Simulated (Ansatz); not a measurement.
# Sn3PbS4, from a guessed structure to a relaxed one

This structure for Sn3PbS4 is made up. Its elements were placed in a known structure type with a cell scaled to their sizes. What cell does the guess relax to, and how far off was it?

Calculated with Ansatz 0.2.0; DFT, r2SCAN, plane-wave PAW, files of the set soft_1, scalar-relativistic, no spin, cell and ions relaxed at zero pressure; PAW set soft_1, in the first sound run; inputs show where later runs differ.

## Step 1: The starting structure

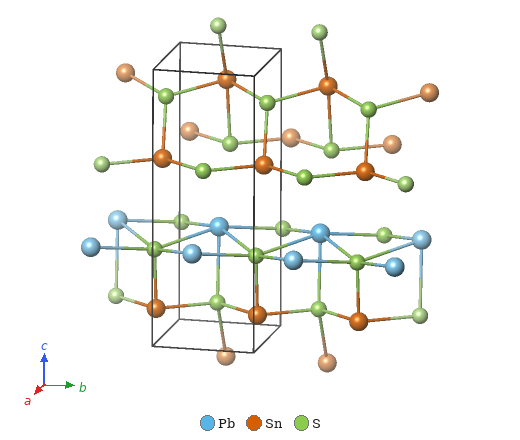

The cell as given, slightly off an axis (lead blue, tin orange, sulfur green). 1×2×1 cells are drawn. Some periodic images of atoms are drawn too.

## Step 2: Relaxing cell and atoms

The guessed cell has no reason to be at equilibrium. It is relaxed with the atoms, within the space group of the guess.

The input, input.yaml:

```yaml
crystal:
  lattice:
    - [4.388, 0.0, 0.0]
    - [0.0, 4.201, 0.0]
    - [-0.148123023, 0.0, 11.46804345]
  atoms:
    - { symbol: Pb, position: [0.4123, 0.5, 0.3867] }
    - { symbol: Sn, position: [0.8597, 0.0, 0.1231] }
    - { symbol: Sn, position: [0.6352, 0.0, 0.643] }
    - { symbol: Sn, position: [0.1411, 0.5, 0.8918] }
    - { symbol: S, position: [0.9236, 0.0, 0.3434] }
    - { symbol: S, position: [0.5162, 0.0, 0.8559] }
    - { symbol: S, position: [0.0098, 0.5, 0.6466] }
    - { symbol: S, position: [0.4661, 0.5, 0.1178] }
kpoints:
  mp_grid: { grid: [6, 6, 3] }
scf:
  occupations: { method: fermi_dirac, width: 0.05 }
hamiltonian:
  xc: r2scan
  pseudopotentials: { kind: paw, azcp: { folder: soft_1 } }
relax:
  f_tol: 0.015
  max_steps: 70
  cell: {}
output:
  forces: true
  stress: true
```

Started as:

```
ansatz run input.yaml --threads 4 --pin off --max-ram 10240MiB --backend cpu --events-out ev --progress --plain --runs-dir out
```

Numbers of over 12 decimals in the logs are rounded to 6 here.

What it wrote:

```text
Engine: ansatz 0.2.0, x86_64-unknown-linux-gnu
Pseudopotentials: kind: paw
Pseudopotential: Pb, paw, valence charge 14, recommended cutoff 500 eV (meta_gga), soft_1/Pb.paw.azcp
Pseudopotential: Sn, paw, valence charge 14, recommended cutoff 500 eV (meta_gga), soft_1/Sn.paw.azcp
Pseudopotential: S, paw, valence charge 6, recommended cutoff 500 eV (meta_gga), soft_1/S.paw.azcp
Functional definition: r2SCAN
  parameter k0 = 0.174
  parameter k1 = 0.065
  parameter a1 = 4.9479
  exchange = r2scan_x(k0 = k0, k1 = k1, a1 = a1)
  correlation = r2scan_c
Crystal: 8 atoms, lattice volume = 211.402 Å³
Basis set: ecut = 500 eV, 5339 PW (Γ), exchange–correlation on 144×128×360 points (64 copies of the dense FFT grid, shifted against one another)
Bands: 48, of which v1, the nominal top of the filled ones, is band 40 counted from 1 (39 counted from 0)
Symmetry: 2 space group operations
Space group: Pm (ITA 6), of the structure as read, at distance tolerance 6.0e-5 Å
k-points: 40 of 108 (time reversal used)
Non-local potential: Pb, projectors of the file, l = 0: 2, l = 1: 2, l = 2: 2, l = 3: 1
Non-local potential: Sn, projectors of the file, l = 0: 2, l = 1: 2, l = 2: 2, l = 3: 1
Non-local potential: S, projectors of the file, l = 0: 2, l = 1: 2, l = 2: 1
PAW form: soft (Blöchl's): semilocal exchange-correlation on the pseudo side does not see the compensation charge
PAW frozen core: Pb, regenerated for the run's functional (the file was generated under x = pbe(κ = 0.804, μ = 0.219515), c = pbe(β = 0.066725))
PAW frozen core: Sn, regenerated for the run's functional (the file was generated under x = pbe(κ = 0.804, μ = 0.219515), c = pbe(β = 0.066725))
PAW frozen core: S, regenerated for the run's functional (the file was generated under x = pbe(κ = 0.804, μ = 0.219515), c = pbe(β = 0.066725))
PAW one-centre angular grid: Pb, 590 points (default); XC on 160 Gauss nodes
PAW one-centre angular grid: Sn, 590 points (default); XC on 160 Gauss nodes
PAW one-centre angular grid: S, 302 points (default); XC on 160 Gauss nodes
Initial density: superposition of atomic densities (chi_scale 0.1, normalization cell, long waves kept (reshape's long-wave potential 0.61 eV rms))
Initial wavefunctions: pseudopotential atomic-orbital guess
Functional: x = r2scan, c = r2scan; τ floored in thin density (d = 2e-4 eV/Å³)
SCF iter   1: F=—  HF=-33667.545702 eV  |F-HF|=—  |Δ(HF+E_count)|=         —  Δρ=2.91e-2  dr2=8.14e0  dr2_τ=5.78e-2  ethr=3.10e-3  ⟨swp⟩=8.0  Hψ=9046  notcnv=0
preconditioner: auto → Resta (q_TF=auto, 2.320 Å⁻¹)  ε∞=4.0  [insulator: Δε(μ)=0.874 eV  Ē_g=10.460 eV  σ=0.050 eV  W_gap=1.00  n_scr=48 (ndim 8)  ℏωp=18.1 eV  f_vac=0.000  D(μ)=0.00/eV (n_scr^D=0)  ε∞_Penn≈4.0]
SCF iter   2: F=—  HF=-33666.202313 eV  |F-HF|=—  |Δ(HF+E_count)|=    1.34e0  Δρ=1.60e-2  dr2=1.03e0  dr2_τ=1.82e-2  ethr=3.10e-3  ⟨swp⟩=4.2  Hψ=4260  notcnv=0  defer=80
SCF iter   3: F=—  HF=-33666.105841 eV  |F-HF|=—  |Δ(HF+E_count)|=   9.65e-2  Δρ=6.58e-3  dr2=1.32e-1  dr2_τ=4.71e-3  ethr=1.29e-3  ⟨swp⟩=3.6  Hψ=3145  notcnv=0  defer=76
SCF iter   4: F=—  HF=-33666.114567 eV  |F-HF|=—  |Δ(HF+E_count)|=   8.73e-3  Δρ=1.73e-3  dr2=9.85e-3  dr2_τ=6.12e-4  ethr=1.66e-4  ⟨swp⟩=4.2  Hψ=3170  notcnv=0  defer=73
SCF iter   5: F=—  HF=-33666.116819 eV  |F-HF|=—  |Δ(HF+E_count)|=   2.25e-3  Δρ=4.84e-4  dr2=7.12e-4  dr2_τ=3.55e-5  ethr=1.23e-5  ⟨swp⟩=2.3  Hψ=2820  notcnv=0  defer=65
SCF iter   6: F=—  HF=-33666.117087 eV  |F-HF|=—  |Δ(HF+E_count)|=   2.68e-4  Δρ=1.55e-4  dr2=8.72e-5  dr2_τ=6.32e-6  ethr=8.90e-7  ⟨swp⟩=2.1  Hψ=2727  notcnv=0  defer=65
SCF iter   7: F=—  HF=-33666.117162 eV  |F-HF|=—  |Δ(HF+E_count)|=   7.46e-5  Δρ=4.98e-5  dr2=8.27e-6  dr2_τ=4.53e-7  ethr=1.09e-7  ⟨swp⟩=2.0  Hψ=2627  notcnv=0  defer=65
SCF iter   8: F=—  HF=-33666.117164 eV  |F-HF|=—  |Δ(HF+E_count)|=   1.94e-6  Δρ=1.13e-5  dr2=3.45e-7  dr2_τ=2.54e-8  ethr=1.03e-8  ⟨swp⟩=2.0  Hψ=2528  notcnv=0  defer=65
SCF iter   9: F=-33666.117164 eV  HF=-33666.117164 eV  |F-HF|=8.47e-9  |Δ(HF+E_count)|=   1.72e-7  Δρ=3.44e-6  dr2=3.00e-8  dr2_τ=1.54e-9  ethr=1.25e-10  ⟨swp⟩=5.9  Hψ=7918  notcnv=0
SCF 1 converged in 9 iterations: F = -33666.117164 eV  dr2 = 3.00e-8
  greatest PAW one-centre occupation: 0.992 electrons in one spin orbital (limit 2), on the Sn atom at site 3 (counted from 0), in its partial waves of l = 2
relax step   1: F+E_penalty+E_count = -33666.11716411 eV  Δ(F+E_penalty+E_count) = +0.000e0 eV  max|allowed force component| = 8.837e-1 eV/Å  Δτ_max = 0.0000 Å  P = -1.948 GPa  Ω = 211.402 Å³  (9 SCF iters, dr2 threshold 1.00e-7 eV, accepted)
Crystal: 8 atoms, lattice volume = 199.942 Å³
Basis set: ecut = 500 eV, 5077 PW (Γ), exchange–correlation on 144×128×360 points (64 copies of the dense FFT grid, shifted against one another)
Initial density: handed on by an earlier stage of this run
Initial wavefunctions: those handed on with the density
iter 1 solved again at ethr=1.25e-4 eV; its pass at ethr=3.10e-3 eV (dr2=1.00e-1 eV) is discarded
SCF iter   1: F=—  HF=-33666.069036 eV  |F-HF|=—  |Δ(HF+E_count)|=         —  Δρ=6.32e-3  dr2=1.05e-1  dr2_τ=4.99e-1  ethr=1.25e-4  ⟨swp⟩=2.5  Hψ=10847  notcnv=0
automatic band count: iteration 1 solves 47 bands in place of 48: the levels show a gap, and the empty bands left out lie too high to hold charge; the band table lists the bands solved (type scf.n_extra_bands for more)
preconditioner: auto → Resta (q_TF=auto, 2.342 Å⁻¹)  ε∞=3.1  [insulator: Δε(μ)=0.811 eV  Ē_g=16.196 eV  σ=0.050 eV  W_gap=1.00  n_scr=48 (ndim 8)  ℏωp=23.5 eV  f_vac=0.000  D(μ)=0.00/eV (n_scr^D=0)  ε∞_Penn≈3.1]
SCF iter   2: F=—  HF=-33666.398555 eV  |F-HF|=—  |Δ(HF+E_count)|=   3.30e-1  Δρ=3.26e-3  dr2=2.20e-2  dr2_τ=6.49e-4  ethr=1.25e-4  ⟨swp⟩=3.8  Hψ=4231  notcnv=0
SCF iter   3: F=—  HF=-33666.401353 eV  |F-HF|=—  |Δ(HF+E_count)|=   2.80e-3  Δρ=1.40e-3  dr2=4.20e-3  dr2_τ=1.27e-4  ethr=2.74e-5  ⟨swp⟩=2.5  Hψ=3041  notcnv=0  defer=9
SCF iter   4: F=—  HF=-33666.402723 eV  |F-HF|=—  |Δ(HF+E_count)|=   1.37e-3  Δρ=3.59e-4  dr2=6.78e-4  dr2_τ=3.01e-5  ethr=5.26e-6  ⟨swp⟩=2.1  Hψ=2527  notcnv=0  defer=9
SCF iter   5: F=—  HF=-33666.402823 eV  |F-HF|=—  |Δ(HF+E_count)|=   1.00e-4  Δρ=1.29e-4  dr2=5.17e-5  dr2_τ=2.43e-6  ethr=8.47e-7  ⟨swp⟩=2.2  Hψ=2473  notcnv=0  defer=9
SCF iter   6: F=—  HF=-33666.402847 eV  |F-HF|=—  |Δ(HF+E_count)|=   2.36e-5  Δρ=4.43e-5  dr2=4.21e-6  dr2_τ=2.48e-7  ethr=6.46e-8  ⟨swp⟩=2.0  Hψ=2545  notcnv=0  defer=13
SCF iter   7: F=-33666.402849 eV  HF=-33666.402849 eV  |F-HF|=9.90e-8  |Δ(HF+E_count)|=   2.88e-6  Δρ=1.04e-5  dr2=4.04e-7  dr2_τ=1.09e-8  ethr=1.00e-9  ⟨swp⟩=6.0  Hψ=8255  notcnv=0
[...]
SCF 3 converged in 8 iterations: F = -33666.471053 eV  dr2 = 3.03e-7
  greatest PAW one-centre occupation: 0.991 electrons in one spin orbital (limit 2), on the Sn atom at site 3 (counted from 0), in its partial waves of l = 2
relax step   3: F+E_penalty+E_count = -33666.47105303 eV  Δ(F+E_penalty+E_count) = -6.820e-2 eV  max|allowed force component| = 2.035e-1 eV/Å  Δτ_max = 0.1218 Å  P = +0.518 GPa  Ω = 201.395 Å³  energy of the carried Pulay correction = +7.876e-4 eV  (8 SCF iters, dr2 threshold 8.00e-7 eV, accepted)
[...]
relax step   4: F+E_penalty+E_count = -33666.47992680 eV  Δ(F+E_penalty+E_count) = -8.874e-3 eV  max|allowed force component| = 3.309e-1 eV/Å  Δτ_max = 0.1862 Å  P = +0.299 GPa  Ω = 203.308 Å³  energy of the carried Pulay correction = +6.341e-4 eV  (8 SCF iters, dr2 threshold 8.00e-7 eV, accepted)
[...]
relax step   5: F+E_penalty+E_count = -33666.50430528 eV  Δ(F+E_penalty+E_count) = -2.438e-2 eV  max|allowed force component| = 1.472e-1 eV/Å  Δτ_max = 0.1261 Å  P = +0.374 GPa  Ω = 205.096 Å³  energy of the carried Pulay correction = +4.919e-4 eV  (7 SCF iters, dr2 threshold 8.00e-7 eV, accepted)
[...]
relax step   6: F+E_penalty+E_count = -33666.51068857 eV  Δ(F+E_penalty+E_count) = -6.383e-3 eV  max|allowed force component| = 5.750e-2 eV/Å  Δτ_max = 0.0353 Å  P = -0.129 GPa  Ω = 207.045 Å³  energy of the carried Pulay correction = +3.383e-4 eV  (7 SCF iters, dr2 threshold 8.00e-7 eV, accepted)
[...]
relax step   7: F+E_penalty+E_count = -33666.51131396 eV  Δ(F+E_penalty+E_count) = -6.254e-4 eV  max|allowed force component| = 3.362e-2 eV/Å  Δτ_max = 0.0263 Å  P = +0.046 GPa  Ω = 206.873 Å³  energy of the carried Pulay correction = +3.517e-4 eV  (7 SCF iters, dr2 threshold 2.07e-7 eV, accepted)
[...]
relax step   8: F+E_penalty+E_count = -33666.51214087 eV  Δ(F+E_penalty+E_count) = -8.269e-4 eV  max|allowed force component| = 1.131e-2 eV/Å  Δτ_max = 0.0108 Å  P = +0.012 GPa  Ω = 206.767 Å³  energy of the carried Pulay correction = +3.601e-4 eV  (7 SCF iters, dr2 threshold 7.06e-8 eV, accepted)
[...]
relax step   9: F+E_penalty+E_count = -33666.51219169 eV  Δ(F+E_penalty+E_count) = -5.082e-5 eV  max|allowed force component| = 2.812e-3 eV/Å  Δτ_max = 0.0035 Å  P = +0.001 GPa  Ω = 206.782 Å³  energy of the carried Pulay correction = +3.589e-4 eV  (7 SCF iters, dr2 threshold 6.69e-9 eV, accepted)
Basis set: ecut = 500 eV, 5265 PW (Γ), exchange–correlation on 144×120×360 points (64 copies of the dense FFT grid, shifted against one another)
Initial wavefunctions: pseudopotential atomic-orbital guess (no wavefunctions were taken with the density)
iter 1 solved again at ethr=1.14e-6 eV; its pass at ethr=3.10e-3 eV (dr2=9.14e-4 eV) is discarded
SCF iter   1: F=—  HF=-33666.511939 eV  |F-HF|=—  |Δ(HF+E_count)|=         —  Δρ=5.45e-5  dr2=2.35e-7  dr2_τ=1.05e-6  ethr=1.14e-6  ⟨swp⟩=4.1  Hψ=14171  notcnv=0
eigensolver tolerance schedule: the retry pair's looser diagonalisation over-reported the residual by 3879.41 of it (diagonalisation noise at an unbounded share of the residual, at the tolerance the schedule requests for it); recorded, not acted on — ethr = c·dr2/N_el stays at c = 1.0e-1
preconditioner: auto → Resta (q_TF=auto, 2.329 Å⁻¹)  ε∞=3.0  [insulator: Δε(μ)=1.064 eV  Ē_g=16.375 eV  σ=0.050 eV  W_gap=1.00  n_scr=48 (ndim 8)  ℏωp=23.1 eV  f_vac=0.000  D(μ)=0.00/eV (n_scr^D=0)  ε∞_Penn≈3.0]
SCF iter   2: F=—  HF=-33666.511976 eV  |F-HF|=—  |Δ(HF+E_count)|=   3.64e-5  Δρ=2.77e-5  dr2=6.37e-8  dr2_τ=4.31e-7  ethr=2.94e-10  ⟨swp⟩=3.5  Hψ=4518  notcnv=0
SCF iter   3: F=—  HF=-33666.511984 eV  |F-HF|=—  |Δ(HF+E_count)|=   8.55e-6  Δρ=4.81e-6  dr2=4.96e-9  dr2_τ=1.17e-8  ethr=7.96e-11  ⟨swp⟩=2.0  Hψ=3374  notcnv=0
SCF iter   4: F=—  HF=-33666.511984 eV  |F-HF|=—  |Δ(HF+E_count)|=   2.30e-7  Δρ=6.59e-7  dr2=5.92e-10  dr2_τ=8.60e-11  ethr=6.19e-12  ⟨swp⟩=2.0  Hψ=3518  notcnv=0
SCF iter   5: F=-33666.511984 eV  HF=-33666.511984 eV  |F-HF|=1.46e-11  |Δ(HF+E_count)|=  7.86e-10  Δρ=1.41e-7  dr2=4.12e-11  dr2_τ=3.71e-12  ethr=1.00e-12  ⟨swp⟩=4.2  Hψ=9281  notcnv=0
SCF 10 converged in 5 iterations: F = -33666.511984 eV  dr2 = 4.12e-11
relax step  10: F+E_penalty+E_count = -33666.51198435 eV  Δ(F+E_penalty+E_count) = +2.073e-4 eV  max|allowed force component| = 2.829e-3 eV/Å  Δτ_max = 0.0000 Å  P = +0.001 GPa  Ω = 206.782 Å³  stress off target by 4.78e-3 GPa  SCF on the basis re-selected at this cell (its energy is not comparable with the rows above)  (5 SCF iters)
basis re-selected at this cell: Δ(F+E_penalty+E_count) = +2.073e-4 eV, ΔP = -0.001 GPa vs the last step (what re-selecting the basis moved, of the pressure what is left beyond the Pulay correction that the steps carried, after the strain that the cell walked since its last selection, with what the two solves' SCF thresholds leave and, on support functions, any second-order correction that the steps lacked; it is no measure of the basis error at this ecutwfc). The dense FFT grid was sized anew with the basis: this SCF ran on 36×30×90 points, the steps before it on 36×32×90, so part of this shift can come from that change (see relax.cell in the input reference). [rest of the remark cut]
SCF converged after 5 iterations
Free energy (F): -33666.511984 eV
Harris-Foulkes:  -33666.511984 eV  (|F-HF|=1.46e-11)
Internal energy: -33666.511983 eV  (E = F + TS)
E sigma→0 (E₀):  -33666.511984 eV
Entropy (-TS):   -0.000001 eV (-0.000 meV/atom)
Fermi energy:    8.159530 eV
--- Per-component energies (eV) ---
  E_band       = -449.018248
  E_kinetic    = 1208.497585
  E_local      = -5129.367720  (includes V_loc(G=0)·N_el)
  E_nonlocal   = 876.951583
  E_hartree    = 2310.634602
  E_xc         = -874.692977
  E_vxc        = -760.691980  (∫ρ·V_xc dr)
  E_paw        = -26067.504040  (= ΣΔE_a)
  E_vpaw       = -1309.763718  (= ΣTr[D̂ρ^β])
  E_aug_tail   = 0.000280  (compensation charges beyond the density's cutoff)
  E_vtau       = 44.086478  (kinetic-family band-sum trace: ∫τ·v_τ [+ j·A + Jᵃ·Aᵃ] dr)
  E_ewald      = -5993.763496
  E_core_change = 2.732199  (= ΣΔE_core)
  E_smearing   = -0.000001  (= −TS)
  E_closure    = 0.000000  (closes the sum)
  Σ components = -33666.511984   (vs F -33666.511984, Δ=0.00e0)
--- Forces (eV/Å), atoms counted from 1 ---
  atom   1  Pb     0.00017113     0.00000000     0.00067963
  atom   2  Sn    -0.00017896     0.00000000    -0.00114978
  atom   3  Sn     0.00017399    -0.00000000    -0.00283119
  atom   4  Sn     0.00078520    -0.00000000     0.00187778
  atom   5  S     -0.00191588    -0.00000000    -0.00137104
  atom   6  S     -0.00089860     0.00000000     0.00109153
  atom   7  S      0.00017476     0.00000000     0.00068655
  atom   8  S      0.00167587    -0.00000000     0.00099539
  max |Σ_I F_I| component: 2.11e-5 eV/Å
--- Stress (GPa, compression-positive) ---
       -0.000456      -0.000000       0.000645
       -0.000000      -0.002688       0.000000
        0.000645       0.000000       0.004705
  P = ⅓ Tr σ = 0.0005 GPa (0.005 kbar)
--- Relaxed structure (9 steps of the walk, 9 accepted, 1 SCFs on fresh bases) ---
  F+E_penalty+E_count = -33666.51198435 eV   max|allowed force component| = 2.829e-3 eV/Å   (the final SCF, on the basis selected at the relaxed cell)
  cell:  # Å, volume = 206.7818 Å³
    - [4.496150, 2.2365563428803062e-17, 0.043416]
    - [2.1412427521513586e-17, 4.008134, 0]
    - [-0.038306, -7.549805984897055e-19, 11.474011]
  atoms:
    - { symbol: Pb, position: [0.368895, 0.500000, 0.379184] }
    - { symbol: Sn, position: [0.863213, 0, 0.121228] }
    - { symbol: Sn, position: [0.636545, 0, 0.629097] }
    - { symbol: Sn, position: [0.134718, 0.500000, 0.884943] }
    - { symbol: S, position: [0.952687, 0, 0.345387] }
    - { symbol: S, position: [0.513729, 0, 0.849880] }
    - { symbol: S, position: [0.011879, 0.500000, 0.656148] }
    - { symbol: S, position: [0.482334, 0.500000, 0.142432] }
```

The job ended after 2.1 min (4 threads of Intel Xeon at 2.60GHz (Ice Lake), shared host; peak memory 1.2 GiB; 8.1 min of CPU time).

Step by step:

| step | energy less that of the first step (eV) | largest force component (eV/Å) | pressure (GPa) | volume (Å³) |
| --- | --- | --- | --- | --- |
| 1 | 0.0000 | 0.8837 | -1.95 | 211.40 |
| 2 | -0.2857 | 0.3367 | 0.05 | 199.94 |
| 3 | -0.3539 | 0.2035 | 0.52 | 201.40 |
| 4 | -0.3628 | 0.3309 | 0.30 | 203.31 |
| 5 | -0.3871 | 0.1472 | 0.37 | 205.10 |
| 6 | -0.3935 | 0.0575 | -0.13 | 207.04 |
| 7 | -0.3942 | 0.0336 | 0.05 | 206.87 |
| 8 | -0.3950 | 0.0113 | 0.01 | 206.77 |
| 9 | -0.3950 | 0.0028 | 0.00 | 206.78 |
| 10* | -0.3948 | 0.0028 | 0.00 | 206.78 |

Relaxation steps marked * repeat the geometry before them on a plane-wave basis chosen anew for their cell, so energy and pressure can jump there.

Forces are held to the 2 operations that the run works with; a distortion that breaks them can't arise in this run.

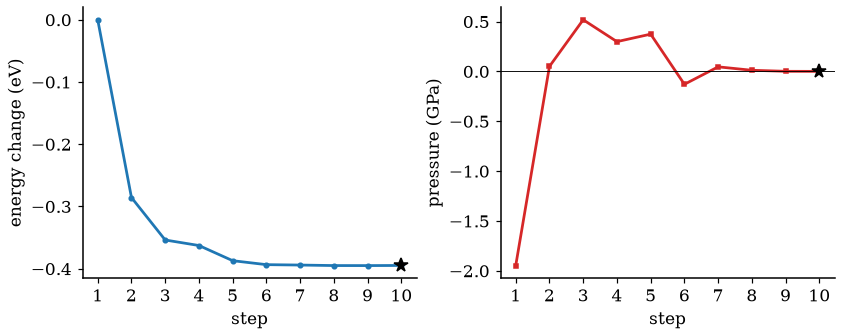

Energy and pressure along the relaxation. Stars mark steps on a basis chosen anew.

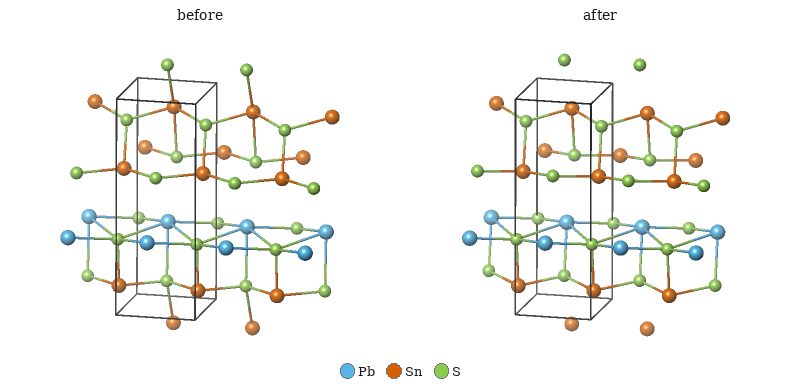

The structure before and after the relaxation, drawn at the same scale. Bonds to atoms that aren't drawn are left out.

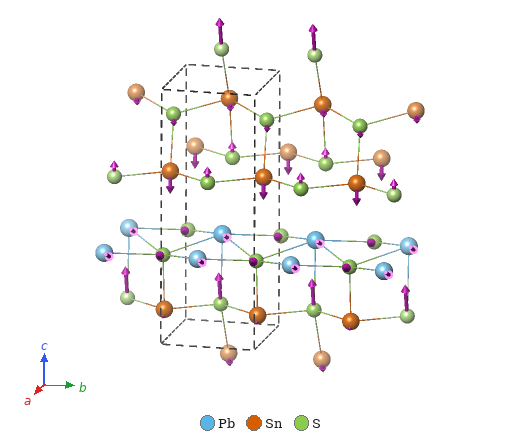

Displacements in the relaxation, exaggerated, measured against the changing cell; the longest in the cell stands for 0.29 Å. 1×2×1 cells are drawn. Some periodic images of atoms are drawn too.

| cell as run | before | after | change |
| --- | --- | --- | --- |
| a (Å) | 4.388 | 4.496 | +2.5 % |
| b (Å) | 4.201 | 4.008 | -4.6 % |
| c (Å) | 11.469 | 11.474 | +0.0 % |
| β (°) | 90.74 | 89.64 | -1.2 % |
| volume (Å³/atom) | 26.43 | 25.85 | -2.2 % |

The atoms that moved most (Å, as changes of fractional coordinates times the final cell):

| atom | dx | dy | dz | length |
| --- | --- | --- | --- | --- |
| S8 | 0.072 | 0.000 | 0.283 | 0.292 |
| Pb1 | -0.195 | 0.000 | -0.088 | 0.214 |
| Sn3 | 0.007 | 0.000 | -0.159 | 0.160 |
| S5 | 0.131 | 0.000 | 0.024 | 0.133 |
| S7 | 0.009 | 0.000 | 0.110 | 0.110 |
| Sn4 | -0.028 | 0.000 | -0.079 | 0.084 |
| S6 | -0.011 | 0.000 | -0.069 | 0.070 |
| Sn2 | 0.016 | 0.000 | -0.021 | 0.027 |

Final coordinates:

```cif
data_structure
_symmetry_space_group_name_H-M 'P 1'
_symmetry_Int_Tables_number 1
_cell_length_a 4.4964
_cell_length_b 4.0081
_cell_length_c 11.4741
_cell_angle_alpha 90.000
_cell_angle_beta 89.638
_cell_angle_gamma 90.000
_cell_volume 206.78
loop_
_atom_site_label
_atom_site_type_symbol
_atom_site_fract_x
_atom_site_fract_y
_atom_site_fract_z
_atom_site_occupancy
Pb1 Pb 0.36890 0.50000 0.37918 1
Sn2 Sn 0.86321 0.00000 0.12123 1
Sn3 Sn 0.63654 0.00000 0.62910 1
Sn4 Sn 0.13472 0.50000 0.88494 1
S5 S 0.95269 0.00000 0.34539 1
S6 S 0.51373 0.00000 0.84988 1
S7 S 0.01188 0.50000 0.65615 1
S8 S 0.48233 0.50000 0.14243 1
```

Numbers from this step:

```
free energy         : -33666.5120 eV
Fermi energy        : 8.160 eV
gap by band count   : 1.064 eV
electrons           : 80
symmetry operations : 2
pressure            : 5.20e-4 GPa
```

Shortest distances by pair of elements, guess and relaxed (not always the same contact):

| pair | guess (Å) | relaxed (Å) |
| --- | --- | --- |
| S–Sn | 2.504 | 2.589 |
| Pb–S | 3.038 | 2.761 |
| Sn–Sn | 3.614 | 3.580 |
| Pb–Sn | 3.733 | 3.706 |
| S–S | 3.674 | 3.730 |

The relaxation ends with a largest force component of 0.0028 eV/Å and a pressure of 0.00 GPa.

[end of part 1 of 2]

[Logs are printed without paths, hosts, clocks, repeated set-up lines and the standing remarks that a program may print on its own settings, such as how far it seeks lower states.]

[Hosts, paths, dates, database ids (printed as entryN), source tags and the programs' standing remarks are cut or masked in the printed files.]
